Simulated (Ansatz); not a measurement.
# Phonons of HfB2 (P6/mmm) against volume, part 2 of 2

Wanted: Grüneisen parameters and pressure coefficients of the modes of HfB2 (P6/mmm).

Ansatz 0.2.0; DFT PBEsol, scalar-relativistic, plane waves, PAW; PAW set soft_1.

So far. Step 3 (Tight relaxation): The forces vanish by symmetry and the pressure is -0.001 GPa, within the tolerances set. The cell now holds 9.73 Å³/atom.

## 4. Modes at rest

The force constants come from the linear response of the density to a displacement.

The modes at rest are the reference of the series.

The input, input.yaml:

```yaml
crystal:
  lattice:
    - [3.1271564303, 0.0, 0.0]
    - [-1.5635782151, 2.7081969102, 0.0]
    - [0.0, 0.0, 3.4471990242]
  atoms:
    - { symbol: B, position: [0.3333333333, 0.6666666667, 0.5] }
    - { symbol: B, position: [0.6666666667, 0.3333333333, 0.5] }
    - { symbol: Hf, position: [0.0, 0.0, 0.0] }
kpoints:
  mp_grid: { grid: [15, 15, 12] }
hamiltonian:
  xc: pbesol
  pseudopotentials: { kind: paw, azcp: { folder: soft_1 }, xc_functional: pbe }
scf:
  occupations: { method: methfessel_paxton, width: 0.2 }
output:
  eigenvalues: true
phonons:
  method: dfpt
```

On the command line:

```sh
> ansatz run input.yaml --threads 4 --pin off --max-ram 10240MiB --backend cpu --events-out ev --progress --plain --runs-dir out
```

Numbers of over 12 decimals in the logs are rounded to 6 here.

Log:

```text
zone centre: on kpoints.mp_grid the ground state, and the responses unless they are solved on pairs of k-points, stand on 448 of the mesh's 2700 k-points, reduced under 4 symmetry operations, with k and −k counted as one. Each operation leaves every solved displacement unchanged or reverses it
[...]
Crystal: 3 atoms, lattice volume = 29.194 Å³
Basis set: ecut = 420 eV, 563 PW (Γ), exchange–correlation on 48×48×48 points (8 copies of the dense FFT grid, shifted against one another)
Bands: 20, of which v1, the nominal top of the filled ones, is band 16 counted from 1 (15 counted from 0)
Symmetry: 24 space group operations
k-points: 448 of 2700 (irreducible under 4 space group operations, time reversal used)
[...]
SCF iter   1: F=—  HF=-15907.975107 eV  |F-HF|=—  |Δ(HF+E_count)|=         —  Δρ=6.48e-2  dr2=1.90e0  ethr=3.10e-3  ⟨swp⟩=4.1  Hψ=34926  notcnv=0
[...]
SCF iter  10: F=-15907.383233 eV  HF=-15907.383233 eV  |F-HF|=3.64e-12  |Δ(HF+E_count)|=  5.46e-12  S|Δr|=    0.00e0  Δρ=1.51e-8  dr2=5.79e-14  ethr=1.00e-12  ⟨swp⟩=5.4  Hψ=40224  notcnv=0
the search or the solves at the SCF's close seem to have found levels that the self-consistency loop had missed (the run counts 3). By its estimate they hold under 1e-12 electrons; where the run keeps them, the occupations were computed again with them
SCF 1 converged in 10 iterations: F = -15907.383233 eV  dr2 = 5.79e-14
[...]
DFPT response loops at Γ: preconditioner auto → Kerker (q_TF=auto, 2.770 Å⁻¹) (partly filled bands, converged f_vac=0.000); β = 1.00, the filter's whole step (`scf.mixing.beta` (0.50) is not read by the response loops under this deck's `scf.mixing.preconditioner`; to damp them name `kerker` or `kerker_dos`, under which they read `scf.mixing.beta`, and type it under 1.00, their step now; both keys bind the ground state too); Broyden in place of MSR1
SCF converged after 10 iterations
[...]
Free energy (F): -15907.383233 eV
[...]
Internal energy: -15907.383642 eV  (E = F + TS)
E sigma→0 (E₀):  -15907.383335 eV
Entropy (-TS):   0.000409 eV (0.136 meV/atom)
Fermi energy:    19.422278 eV
[...]
--- Band table (eV; the first three rows and the last of 448) ---
  k-point 0: bands = [... 12 lower, 16.3324, 16.4234, 16.4234, 16.7511, 23.4497, 23.4497, 24.1758, 24.1758]
  k-point 1: bands = [... 12 lower, 15.4580, 16.4973, 16.4973, 17.5857, 22.5962, 22.5962, 23.9264, 23.9264]
  k-point 2: bands = [... 12 lower, 14.3692, 16.7158, 16.7158, 18.5817, 21.5719, 21.5719, 23.2727, 23.2727]
  k-point 447: bands = [... 12 lower, 12.1089, 14.2656, 14.8962, 16.4465, 23.5188, 24.6219, 24.8703, 26.0812]
--- Phonons (Γ-DFPT): 4 representative perturbations + reference, on 448 of 2700 k-points (Σ response iterations 12) ---
  k mesh reduced under 4 symmetry operations, with k and −k counted as one. Each operation leaves every solved displacement unchanged or reverses it
  ASR residual: 7.042e-6 → 0.000e0 eV/Å²; symmetrization residual: 9.873e-7 eV/Å²
  ASR residual per site (eV/Å²): 7.04e-6 7.04e-6 4.85e-6
  Γ frequencies (cm⁻¹): 0.00 0.00 0.00 450.37 450.37 477.01 559.03 820.70 820.70
  non-analytic LO–TO correction: not included (Born effective charges unavailable; polar crystals: no LO–TO splitting at Γ)
```

Wall time 32 s (4 threads of Arm Neoverse V1, shared host); peak memory 1.1 GiB; 2 min of CPU time.

This step gave:

* sum-rule residual before enforcement: 7.04e-6 eV/Å²
* point group: 6/mmm
* highest optical mode at the zone centre (no LO-TO term): 820.7 cm⁻¹
* lowest optical zone-centre mode: 450.4 cm⁻¹

Patterns of degenerate modes are one choice out of their space. The modes at Γ (shares of kinetic energy by element, %):

```csv
mode,frequency (cm⁻¹),symmetry,B %,Hf %
1,0.0,acoustic,11,89
2,0.0,acoustic,11,89
3,0.0,acoustic,11,89
4,450.4,E1u,89,11
5,450.4,E1u,89,11
6,477.0,A2u,89,11
7,559.0,B1g,100,0
8,820.7,E2g,100,0
9,820.7,E2g,100,0
```

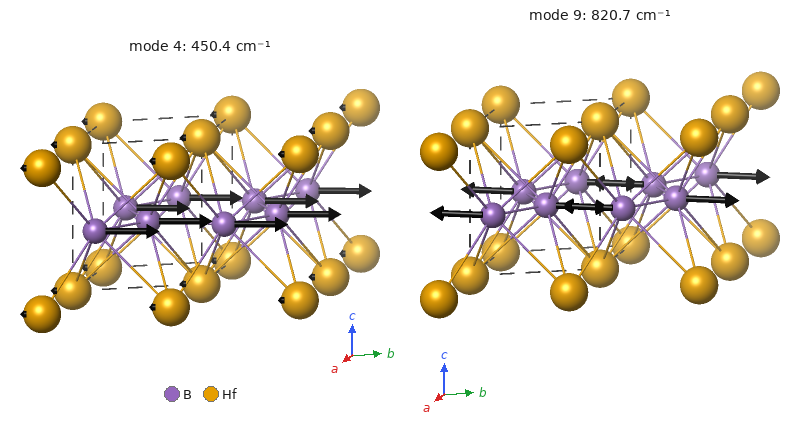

Displacement patterns of modes 4 and 9 at Γ; arrows are exaggerated. 2×2×1 cells are drawn. Some periodic images of atoms are drawn too.

Before it was imposed, the acoustic sum rule was missed by 7.0e-6 eV/Å². Small misses are needed for a sound result but don't prove that mesh and cutoff are converged. The lowest optical mode is real, 450 cm⁻¹.

## 5. Relaxation of a member: 1.06 times the volume at rest

The cell is set to 1.06 times the volume at rest, and shape and atoms relax at that volume.

input.yaml, the sections that differ from step 4:

```yaml
crystal:
  lattice:
    - [3.1848865319, 0.0, 0.0]
    - [-1.5924432659, 2.7581926448, 0.0]
    - [0.0, 0.0, 3.5227636625]
  atoms:
    - { symbol: B, position: [0.3333333333, 0.6666666667, 0.5] }
    - { symbol: B, position: [0.6666666667, 0.3333333333, 0.5] }
    - { symbol: Hf, position: [0.0, 0.0, 0.0] }
output:
  forces: true
  stress: true
  eigenvalues: true
relax:
  adjacent_minimum: "off"
  f_tol: 0.001
  max_steps: 60
  cell: { stress_tol: 0.01, fix: [volume] }
# kpoints, hamiltonian, scf: as in step 4
# phonons: removed
```

Log:

```text
[...]
Crystal: 3 atoms, lattice volume = 30.946 Å³
Basis set: ecut = 420 eV, 575 PW (Γ), exchange–correlation on 48×48×48 points (8 copies of the dense FFT grid, shifted against one another)
Bands: 20, of which v1, the nominal top of the filled ones, is band 16 counted from 1 (15 counted from 0)
Symmetry: 24 space group operations
[...]
k-points: 189 of 2700
[...]
--- Relaxed structure (3 steps of the walk, 3 accepted, 1 SCFs on fresh bases) ---
[...]
cell:  # Å, volume = 30.9458 Å³
    - [3.182978, -2.8850191461891796e-11, 0]
    - [-1.591489, 2.756540, 0]
    - [0, 0, 3.526988]
  atoms:
    - { symbol: B, position: [0.333333, 0.666667, 0.500000] }
    - { symbol: B, position: [0.666667, 0.333333, 0.500000] }
    - { symbol: Hf, position: [0, 0, 0] }
[key lines of the parts left out:]
SCF converged after 6 iterations
Free energy (F): -15907.305496 eV
Fermi energy:    18.301471 eV
P = ⅓ Tr σ = -13.5569 GPa (-135.569 kbar)
```

The job ended after 7.3 s (4 threads; peak memory 0.46 GiB).

Step by step:

```csv
step,energy less that of the first step (eV),largest force component (eV/Å),pressure (GPa),volume (Å³)
1,0.0000,0.0000,-13.59,30.95
2,-0.0001,0.0000,-13.54,30.95
3,-0.0001,0.0000,-13.56,30.95
4*,-0.0001,0.0000,-13.56,30.95
```

Relaxation steps marked * repeat the geometry before them on a plane-wave basis chosen anew for their cell, so energy and pressure can jump there.

Forces are held to the 24 operations that the run works with; a distortion that breaks them can't arise in this run.

```csv
"conventional cell, symmetrised",before,after,change
a (Å),3.185,3.183,-0.1 %
b (Å),3.185,3.183,-0.1 %
c (Å),3.523,3.527,+0.1 %
volume (Å³/atom),10.32,10.32,+0.0 %
```

Final coordinates:

```xyz
3
Lattice="3.1830 0.0000 0.0000 -1.5915 2.7565 0.0000 0.0000 0.0000 3.5270" Properties=species:S:1:pos:R:3 pbc="T T T"
B     0.0000    1.8377    1.7635
B     1.5915    0.9188    1.7635
Hf    0.0000    0.0000    0.0000
```

This step gave:

* pressure: -13.56 GPa
* volume per atom: 10.32 Å³

The forces vanish by symmetry, at a pressure of -13.56 GPa.

## 6. Zone-centre modes of the member: 1.06 times the volume at rest

The zone-centre modes follow for 1.06 times the volume at rest.

input.yaml, the sections that differ from step 5:

```yaml
crystal:
  lattice:
    - [3.1829784966, 0.0, 0.0]
    - [-1.5914892483, 2.7565402378, 0.0]
    - [0.0, 0.0, 3.5269883671]
  atoms:
    - { symbol: B, position: [0.3333333333, 0.6666666667, 0.5] }
    - { symbol: B, position: [0.6666666667, 0.3333333333, 0.5] }
    - { symbol: Hf, position: [0.0, 0.0, 0.0] }
output:
  eigenvalues: true
phonons:
  method: dfpt
# kpoints, hamiltonian, scf: as in step 5
# relax: removed
```

Log:

```text
[...]
Crystal: 3 atoms, lattice volume = 30.946 Å³
Basis set: ecut = 420 eV, 575 PW (Γ), exchange–correlation on 48×48×48 points (8 copies of the dense FFT grid, shifted against one another)
Bands: 20, of which v1, the nominal top of the filled ones, is band 16 counted from 1 (15 counted from 0)
Symmetry: 24 space group operations
k-points: 448 of 2700 (irreducible under 4 space group operations, time reversal used)
[...]
SCF iter   1: F=—  HF=-15907.840280 eV  |F-HF|=—  |Δ(HF+E_count)|=         —  Δρ=5.99e-2  dr2=1.75e0  ethr=3.10e-3  ⟨swp⟩=4.5  Hψ=35524  notcnv=0
[...]
SCF iter  10: F=-15907.305496 eV  HF=-15907.305496 eV  |F-HF|=1.64e-11  |Δ(HF+E_count)|=  1.82e-12  S|Δr|=    0.00e0  Δρ=4.16e-8  dr2=3.16e-13  ethr=1.00e-12  ⟨swp⟩=6.5  Hψ=47502  notcnv=0
SCF 1 converged in 10 iterations: F = -15907.305496 eV  dr2 = 3.16e-13
[...]
SCF converged after 10 iterations
[...]
Free energy (F): -15907.305496 eV
[...]
Internal energy: -15907.305971 eV  (E = F + TS)
E sigma→0 (E₀):  -15907.305615 eV
Entropy (-TS):   0.000475 eV (0.158 meV/atom)
Fermi energy:    18.301471 eV
[...]
--- Band table (eV; the first three rows and the last of 448) ---
  k-point 0: bands = [... 12 lower, 15.3398, 15.4689, 15.4689, 15.5673, 22.0587, 22.0587, 22.7106, 22.7106]
  k-point 1: bands = [... 12 lower, 14.3954, 15.5379, 15.5379, 16.4686, 21.3023, 21.3023, 22.4846, 22.4846]
  k-point 2: bands = [... 12 lower, 13.3158, 15.7421, 15.7421, 17.4439, 20.3574, 20.3574, 21.8881, 21.8881]
  k-point 447: bands = [... 12 lower, 11.1941, 13.2751, 13.8175, 15.4348, 22.0619, 23.1227, 23.3587, 24.5525]
[...]
ASR residual: 9.394e-6 → 0.000e0 eV/Å²; symmetrization residual: 6.955e-7 eV/Å²
  ASR residual per site (eV/Å²): 9.39e-6 9.39e-6 6.41e-6
  Γ frequencies (cm⁻¹): 0.00 0.00 0.00 413.77 413.77 425.61 518.55 758.37 758.37
[...]
```

Wall time 33 s (4 threads); peak memory 1.2 GiB; 2 min of CPU time.

Numbers from this step:

```yaml
sum_rule_residual_before_enforcement: 9.39e-6 eV/Å²
highest_optical_mode_at_the_zone_centre_no_lo_to_term: 758.4 cm⁻¹
lowest_optical_zone_centre_mode: 413.8 cm⁻¹
```

Patterns of degenerate modes are one choice out of their space. The modes at Γ (shares of kinetic energy by element, %):

```csv
mode,frequency (cm⁻¹),symmetry,B %,Hf %
1,0.0,acoustic,11,89
2,0.0,acoustic,11,89
3,0.0,acoustic,11,89
4,413.8,E1u,89,11
5,413.8,E1u,89,11
6,425.6,A2u,89,11
7,518.5,B1g,100,0
8,758.4,E2g,100,0
9,758.4,E2g,100,0
```

The lowest optical mode is real, 414 cm⁻¹, and the highest lies at 758.4 cm⁻¹.

Between step 4 and this run (volume ratio 1.06) the value for the highest optical mode at the zone centre (no LO-TO term) moves from 821 cm⁻¹ to 758 cm⁻¹ (-8 %).

## 7. Relaxation of a member: 0.9 times the volume at rest

The cell is set to 0.9 times the volume at rest, and shape and atoms relax at that volume.

input.yaml, the sections that differ from step 6:

```yaml
crystal:
  lattice:
    - [3.0253632041, 0.0, 0.0]
    - [-1.5126816021, 2.6200413904, 0.0]
    - [0.0, 0.0, 3.3147672529]
  atoms:
    - { symbol: B, position: [0.3333333333, 0.6666666667, 0.5] }
    - { symbol: B, position: [0.6666666667, 0.3333333333, 0.5] }
    - { symbol: Hf, position: [0.0, 0.0, 0.0] }
output:
  forces: true
  stress: true
  eigenvalues: true
relax:
  adjacent_minimum: "off"
  f_tol: 0.001
  max_steps: 60
  cell: { stress_tol: 0.01, fix: [volume] }
# kpoints, hamiltonian, scf: as in step 6
# phonons: removed
```

Log:

```text
[...]
Crystal: 3 atoms, lattice volume = 26.275 Å³
Basis set: ecut = 420 eV, 527 PW (Γ), exchange–correlation on 48×48×48 points (8 copies of the dense FFT grid, shifted against one another)
Bands: 20, of which v1, the nominal top of the filled ones, is band 16 counted from 1 (15 counted from 0)
Symmetry: 24 space group operations
[...]
k-points: 189 of 2700
[...]
k-point 188: bands = [... 12 lower, 11.9607, 15.9766, 18.3339, 18.3339, 27.0590, 27.7811, 29.8125, 29.8125]
--- Relaxed structure (3 steps of the walk, 3 accepted, 1 SCFs on fresh bases) ---
[...]
cell:  # Å, volume = 26.2748 Å³
    - [3.026726, 2.8880382044471733e-11, 0]
    - [-1.513363, 2.621222, 0]
    - [0, 0, 3.311782]
  atoms:
    - { symbol: B, position: [0.333333, 0.666667, 0.5] }
    - { symbol: B, position: [0.666667, 0.333333, 0.5] }
    - { symbol: Hf, position: [0, 0, 0] }
[key lines of the parts left out:]
SCF converged after 5 iterations
Free energy (F): -15907.101410 eV
Fermi energy:    21.576592 eV
P = ⅓ Tr σ = 33.7073 GPa (337.073 kbar)
```

Elapsed: 7.1 s, on 4 threads; peak memory 0.44 GiB; 26 s of CPU time.

Little changed from the start: no atom moved by 0.005 Å and no cell edge by 0.1 %.

This step gave:

| Quantity | Value |
| --- | --- |
| pressure | 33.71 GPa |
| volume per atom | 8.758 Å³ |

The forces vanish by symmetry, at a pressure of 33.71 GPa.

## 8. Zone-centre modes of the member: 0.9 times the volume at rest

The zone-centre modes follow for 0.9 times the volume at rest.

input.yaml, the sections that differ from step 7:

```yaml
crystal:
  lattice:
    - [3.0267262055, 0.0, 0.0]
    - [-1.5133631028, 2.6212217843, 0.0]
    - [0.0, 0.0, 3.3117824998]
  atoms:
    - { symbol: B, position: [0.3333333333, 0.6666666667, 0.5] }
    - { symbol: B, position: [0.6666666667, 0.3333333333, 0.5] }
    - { symbol: Hf, position: [0.0, 0.0, 0.0] }
output:
  eigenvalues: true
phonons:
  method: dfpt
# kpoints, hamiltonian, scf: as in step 7
# relax: removed
```

Log:

```text
[...]
Crystal: 3 atoms, lattice volume = 26.275 Å³
Basis set: ecut = 420 eV, 527 PW (Γ), exchange–correlation on 48×48×48 points (8 copies of the dense FFT grid, shifted against one another)
Bands: 20, of which v1, the nominal top of the filled ones, is band 16 counted from 1 (15 counted from 0)
Symmetry: 24 space group operations
k-points: 448 of 2700 (irreducible under 4 space group operations, time reversal used)
[...]
k-point 2: bands = [... 12 lower, 16.4156, 18.6038, 18.6038, 20.7752, 23.9207, 23.9207, 25.9262, 25.9262]
  k-point 447: bands = [... 12 lower, 13.8906, 16.2302, 17.0207, 18.4285, 26.3042, 27.5151, 27.8032, 28.9840]
[...]
ASR residual: 2.471e-5 → 0.000e0 eV/Å²; symmetrization residual: 8.539e-7 eV/Å²
  ASR residual per site (eV/Å²): 7.63e-6 7.63e-6 2.47e-5
  Γ frequencies (cm⁻¹): 0.00 0.00 0.00 518.96 518.96 572.36 633.24 939.17 939.17
[...]
[key lines of the parts left out:]
SCF converged after 10 iterations
Free energy (F): -15907.101410 eV
Fermi energy:    21.576592 eV
```

Wall time 33 s (4 threads); peak memory 1.1 GiB.

Numbers from this step:

- sum-rule residual before enforcement: 2.47e-5 eV/Å²
- highest optical mode at the zone centre (no LO-TO term): 939.2 cm⁻¹
- lowest optical zone-centre mode: 519.0 cm⁻¹

Patterns of degenerate modes are one choice out of their space. Modes at Γ, with each element's share of the kinetic energy:

```csv
mode,frequency (cm⁻¹),symmetry,B %,Hf %
1,0.0,acoustic,11,89
2,0.0,acoustic,11,89
3,0.0,acoustic,11,89
4,519.0,E1u,89,11
5,519.0,E1u,89,11
6,572.4,A2u,89,11
7,633.2,B1g,100,0
8,939.2,E2g,100,0
9,939.2,E2g,100,0
```

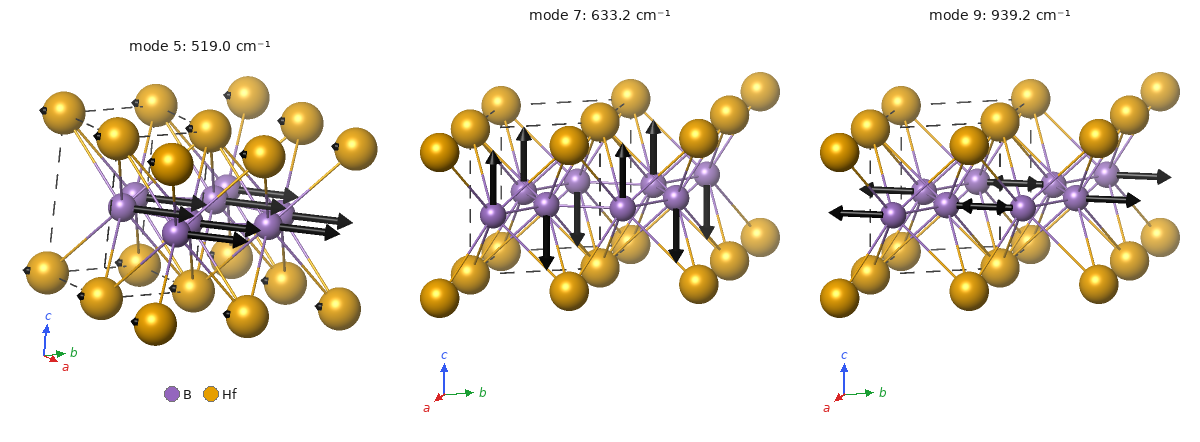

Displacement patterns of modes 5, 7 and 9 at Γ; arrows are exaggerated. 2×2×1 cells are drawn. Some periodic images of atoms are drawn too.

The lowest optical mode is real, 519 cm⁻¹, and the highest lies at 939.2 cm⁻¹.

Between step 4 and this run (volume ratio 0.9) the value for the highest optical mode at the zone centre (no LO-TO term) moves from 821 cm⁻¹ to 939 cm⁻¹ (+14 %).

## 9. All members side by side

The members are set side by side, also those not shown above.

Each row is one cell with its response, relaxed at fixed volume as far as symmetry leaves anything free; energies are extrapolated to zero smearing, and E0 is that at rest; shape and atoms are relaxed in each cell where symmetry leaves them free; all runs use 15×15×12 k points and Methfessel-Paxton smearing of 0.2 eV. State of the crystal along the series:

```csv
volume ratio,V (Å³/atom),pressure (GPa),E - E0 (meV/atom),first cell vector (Å),third cell vector (Å)
0.9,8.758,33.71,93.95,3.027,3.312
0.92,8.953,25.56,58.03,3.048,3.339
0.94,9.148,18.19,31.52,3.068,3.366
0.96,9.342,11.52,13.54,3.088,3.393
0.98,9.537,5.478,3.276,3.108,3.42
0.99,9.634,2.671,0.8093,3.118,3.434
1,9.731,-5.66e-4,0,3.127,3.447
1.02,9.926,-4.968,3.067,3.146,3.474
1.04,10.12,-9.473,11.88,3.165,3.501
1.06,10.31,-13.56,25.91,3.183,3.527
```

Each mode is tracked from rest by its pattern, and modes that stay within 0.3 cm⁻¹ of each other stand once; shape and atoms are relaxed in each cell where symmetry leaves them free; all runs use 15×15×12 k points and Methfessel-Paxton smearing of 0.2 eV. Optical modes along the series:

```csv
V (Å³/atom),mode 4 E1u (cm⁻¹),mode 6 A2u (cm⁻¹),mode 7 B1g (cm⁻¹),mode 8 E2g (cm⁻¹)
8.758,519,572.4,633.2,939.2
8.953,504.4,552.2,617.7,913.8
9.148,490.3,532.5,602.5,889.3
9.342,476.6,513.5,587.6,865.7
9.537,463.3,495,573.1,842.8
9.634,456.8,486,566,831.6
9.731,450.4,477,559,820.7
9.926,437.8,459.5,545.2,799.2
10.12,425.6,442.4,531.7,778.5
10.31,413.8,425.6,518.5,758.4
```

From cubic fits (parabolas where under five rows exist) of ln ω and P against ln V through the rows within about 4 % of rest: γ = −d ln ω / d ln V and dω/dP = γ ω / B. Slopes at rest:

```csv
mode,fitted frequency at rest (cm⁻¹),Grüneisen parameter γ,dω/dP (cm⁻¹/GPa)
mode 4 E1u,450.4,1.41,2.44
mode 6 A2u,477,1.86,3.41
mode 7 B1g,559,1.25,2.68
mode 8 E2g,820.7,1.33,4.17
```

## 10. Summary of results

```
members                                                          : 10
highest optical mode at the zone centre (no LO-TO term), at rest : 820.7 cm⁻¹
bulk modulus at rest                                             : 261 GPa
mode 4 E1u, γ                                                    : 1.41
mode 6 A2u, γ                                                    : 1.86
mode 7 B1g, γ                                                    : 1.25
mode 8 E2g, γ                                                    : 1.33
```

What this shows: The series spans -13.6 to 33.7 GPa, and the slope at rest gives a bulk modulus of 261 GPa. Among the modes in the table of slopes γ runs from 1.25 (mode 7 B1g) to 1.86 (mode 6 A2u). One k mesh and one cutoff serve the ground states and modes of all volumes. These are harmonic frequencies at zero temperature: anharmonic shifts, linewidths and thermal expansion are left out. Spin-orbit coupling is left out, which can matter for the heavy elements here. With no gap, or one that is small against the smearing, the frequencies hang on the k mesh and the smearing, most of all near Kohn anomalies. The PAW files were made for PBE; the program adapts parts of them to the functional of the run, but their partial waves stay those of PBE, an approximation that was not tested in this session. Only the zone centre was solved, so an instability at another wavevector cannot show here.

[Logs are printed without paths, hosts, clocks, repeated set-up lines and the standing remarks that a program may print on its own settings, such as how far it seeks lower states.]

[Hosts, paths, dates, database ids (printed as entryN), source tags and the programs' standing remarks are cut or masked in the printed files.]
